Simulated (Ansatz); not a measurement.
# Calculations on BN₂H₆F

### Relaxation

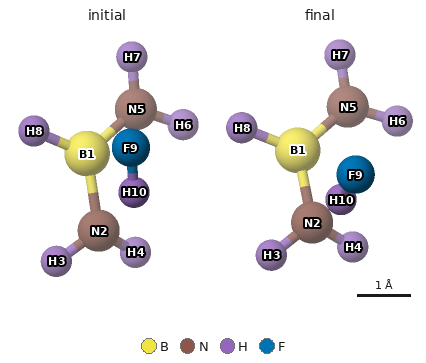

The structure of BN2H6F before (left) and after (right) a relaxation, at one scale.

The picture is a ball-and-stick view, seen from a free direction.

The run prepares an end point of a later path (reaction) calculation, from a guessed geometry.

These are results of Ansatz 0.2.0, RKS B3LYP-D4/6-31G*, not measurements. Set-up: no spin polarisation; force threshold 0.03 eV/Å; at most 50 steps.

What changed between the two?

The energy falls by 6.29 kcal/mol in 6 accepted moves (7 points after the start). Largest force component: 1.7 eV/Å at the start, 0.023 eV/Å at the end. The line search rejected the trial step at point 5 of the run. The atom that moves furthest after the best rigid fit is F9 (0.60 Å). Largest moves by element: F 0.60 Å, H 0.34 Å, N 0.23 Å, B 0.14 Å. Among the contacts that change: B1–N2 1.499 → 1.446 Å, F9–H10 0.933 → 0.958 Å, B1–N5 1.407 → 1.402 Å. Cost: 23 s on 1 thread of Arm Neoverse V1, on a shared host, peak memory 0.14 GiB.

Limits of the set-up: the start holds two separate molecules, 2.2 Å apart at their closest, whose relative position is a soft coordinate.

### Relaxation

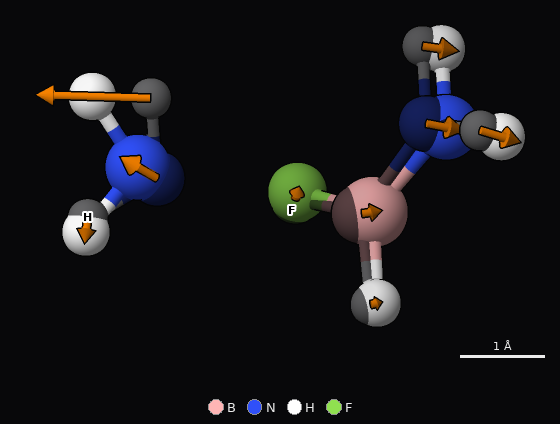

A relaxation of BN2H6F. The starting structure is drawn faded, the final one solid; orange arrows show the displacements, 2 times their true length. The two geometries are superimposed by the best rigid fit.

The picture is a ball-and-stick view, seen at a tilt.

The run prepares an end point of a later path (reaction) calculation, from a guessed geometry.

These are results of RKS B3LYP-D4/6-31G* (Ansatz), not measurements. (no spin polarisation; force threshold 0.03 eV/Å; at most 50 steps)

**What happened in the run?**

The energy falls by 0.87 kcal/mol in 11 accepted moves (12 points after the start). Largest force component: 0.71 eV/Å at the start, 0.018 eV/Å at the end. The line search rejected the trial step at point 2 of the run. An H atom moves most after the best rigid fit: 0.71 Å. Largest moves by element: H 0.71 Å, N 0.29 Å, B 0.14 Å, F 0.10 Å. Among the contacts that change: H–N 1.035 → 1.018 Å, B–F 1.340 → 1.353 Å, B–N 1.402 → 1.395 Å. Cost: 34 s on 1 thread of Arm Neoverse V1 (shared host), peak memory 0.14 GiB.

### Path

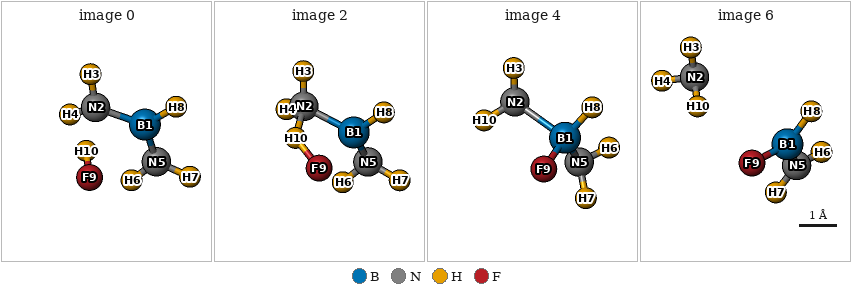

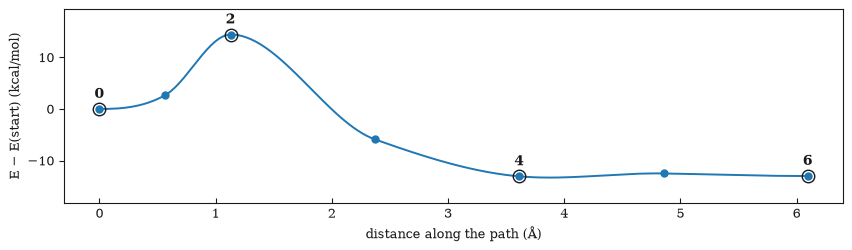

A search for the minimum-energy path of BN$_{2}$H$_{6}$F by the nudged elastic band. Images are numbered from 0 (start) to 6 (end). Style: ball-and-stick. Shown from a free direction.

The calculation used RKS B3LYP-D4/6-31G* (Ansatz 0.2.0). Run with 5 movable images; climbing image; force threshold 0.05 eV/Å; iteration limit 60; starting path through a guess of the saddle point.

> Read off the barrier and say what moves.

The path has more than one stage, and so few images may leave a stage unresolved. Breaking: B1–N2 (1.45 → 1.55 at the top → 3.16 Å), F9–H10 (0.96 → 1.18 at the top → 2.19 Å). Forming: B1–F9 (2.96 → 1.88 at the top → 1.35 Å), N2–H10 (1.78 → 1.26 at the top → 1.02 Å). The highest point, image 2, lies 14.4 kcal/mol above the start and 27.4 kcal/mol above the end; the end is at −13.0 kcal/mol relative to the start. The band converged in 28 iterations. The largest component of the band force went from 17 to 0.046 eV/Å. The climbing image converged on the top of the path. Its vibrational analysis gives one imaginary mode (913i cm⁻¹), as a transition state must have.

Cost: 5.7 min on 1 thread of Arm Neoverse V1 (shared host), peak memory 0.14 GiB.
